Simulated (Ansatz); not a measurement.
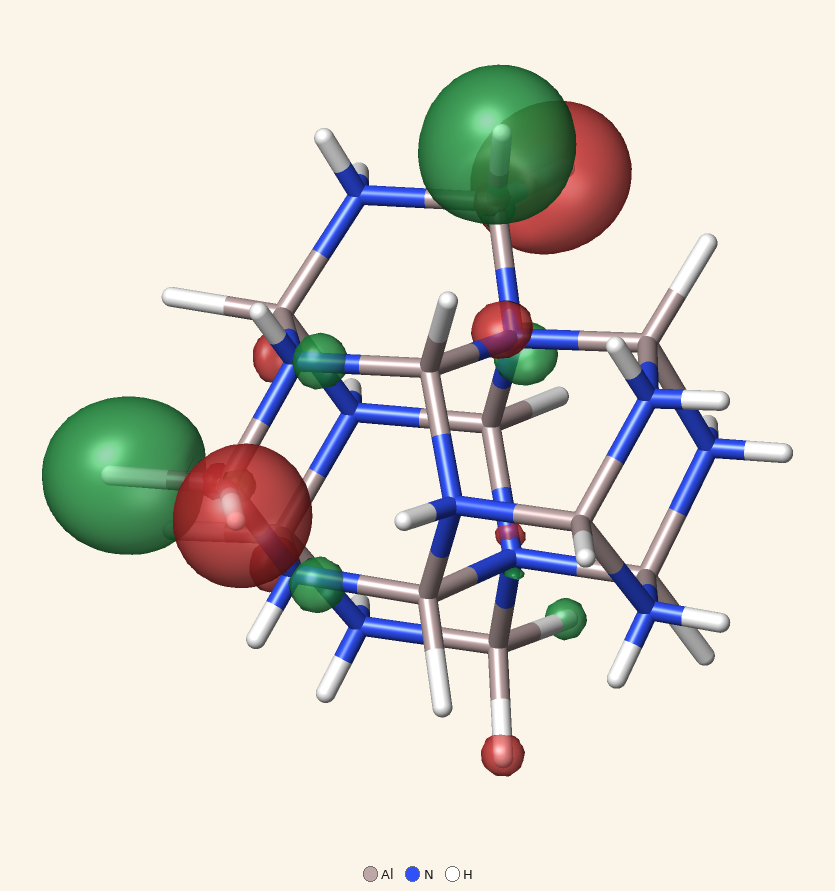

Figure. Al11H28N11 (Al11N11 wurtzite off sphere) (charge +1, doublet). One frontier orbital at ±0.1 Å⁻³ᐟ² (green and red are the two phases), seen at a tilt.

Geometry: PBE-D4/def2-SVP.

The calculation used UKS PBE0-D4/def2-TZVP (Ansatz).

Input file:

```
crystal:
  periodic: [false, false, false]
  atoms:
    - {symbol: Al, position_ang: [0.311663, -3.471566, 0.012322]}
    - {symbol: N, position_ang: [0.263928, -3.414028, 1.986553]}
    - {symbol: Al, position_ang: [0.317762, -1.747676, -2.409020]}
    - {symbol: N, position_ang: [-1.221689, -0.711600, -3.045216]}
    - {symbol: N, position_ang: [0.319305, -1.613678, -0.517163]}
    - {symbol: Al, position_ang: [-1.267365, -0.736061, 0.119010]}
    - {symbol: Al, position_ang: [0.318083, -1.639320, 2.807728]}
    - {symbol: N, position_ang: [-1.176382, -0.676254, 2.057898]}
    - {symbol: Al, position_ang: [-1.371940, 1.141294, -2.418719]}
    - {symbol: N, position_ang: [-1.267175, 1.083105, -0.524976]}
    - {symbol: Al, position_ang: [-2.851539, 2.036906, 0.031904]}
    - {symbol: Al, position_ang: [-1.240979, 1.102333, 2.804351]}
    - {symbol: N, position_ang: [-2.818834, 1.936064, 2.008111]}
    - {symbol: N, position_ang: [1.840122, -0.688406, -3.065583]}
    - {symbol: Al, position_ang: [1.910567, -0.779061, 0.119442]}
    - {symbol: N, position_ang: [1.824867, -0.697887, 2.053445]}
    - {symbol: Al, position_ang: [2.006184, 1.160767, -2.432323]}
    - {symbol: N, position_ang: [0.313748, 1.930852, -3.060618]}
    - {symbol: N, position_ang: [1.814833, 1.039779, -0.536934]}
    - {symbol: Al, position_ang: [0.276131, 2.042985, 0.097173]}
    - {symbol: Al, position_ang: [1.941610, 1.129874, 2.677904]}
    - {symbol: N, position_ang: [0.309133, 1.940349, 2.024858]}
    - {symbol: H, position_ang: [-0.999243, -4.280395, -0.493477]}
    - {symbol: H, position_ang: [1.751351, -4.145592, -0.373899]}
    - {symbol: H, position_ang: [-0.576425, -3.915311, 2.321458]}
    - {symbol: H, position_ang: [1.042238, -3.986204, 2.356042]}
    - {symbol: H, position_ang: [0.340464, -3.218590, -3.017533]}
    - {symbol: H, position_ang: [-2.066440, -1.207232, -2.701468]}
    - {symbol: H, position_ang: [-1.314085, -0.770434, -4.073153]}
    - {symbol: H, position_ang: [-2.586104, -1.531522, -0.356141]}
    - {symbol: H, position_ang: [0.333927, -1.767058, 4.393601]}
    - {symbol: H, position_ang: [-2.026865, -1.157232, 2.404109]}
    - {symbol: H, position_ang: [-2.633391, 1.884498, -3.043450]}
    - {symbol: H, position_ang: [-4.226687, 1.315056, -0.445046]}
    - {symbol: H, position_ang: [-2.714204, 3.610434, -0.356137]}
    - {symbol: H, position_ang: [-1.306128, 1.165615, 4.395302]}
    - {symbol: H, position_ang: [-3.662178, 1.435612, 2.336481]}
    - {symbol: H, position_ang: [-2.946035, 2.888548, 2.390698]}
    - {symbol: H, position_ang: [1.894290, -0.736184, -4.097088]}
    - {symbol: H, position_ang: [2.694597, -1.193527, -2.763715]}
    - {symbol: H, position_ang: [3.265273, -1.501324, -0.371982]}
    - {symbol: H, position_ang: [2.686215, -1.147366, 2.414725]}
    - {symbol: H, position_ang: [3.285080, 1.907822, -3.002159]}
    - {symbol: H, position_ang: [0.301754, 2.014593, -4.091217]}
    - {symbol: H, position_ang: [0.301932, 2.919054, -2.743089]}
    - {symbol: H, position_ang: [2.638164, 1.541727, -0.147570]}
    - {symbol: H, position_ang: [0.355707, 3.549368, -0.450303]}
    - {symbol: H, position_ang: [2.023740, 1.160270, 4.312965]}
    - {symbol: H, position_ang: [3.244479, 1.880648, 2.038510]}
    - {symbol: H, position_ang: [0.346554, 2.915968, 2.373371]}
basis:
  gaussian: {orbitals: def2-TZVP, fitting: {mean_field: def2-universal-jkfit}, initial_orbitals: start.molden}
total_charge: 1
magnetization: {spin_polarized: true, initial_magnetization: 1}
hamiltonian: {xc: pbe0, dispersion: d4}
scf: {omitted_lower_state_checks: [starts]}
output: {orbitals: {seedname: orbitals}}
```

Command:

```sh
ansatz run in.yaml --threads 2 --pin off --events-out ev --progress --plain --max-ram 32768MiB --backend cuda --devices 0, --max-vram 18GiB
```

Which orbital is it: HOMO (β) or LUMO (β)?

The HOMO (β), at −10.13 eV. Its weight (Hirshfeld) is mainly on H48 (about 15 %), H35 (about 15 %), Al11 (about 15 %), Al21 (about 15 %), H34 (about 15 %) and H49 (about 10 %).
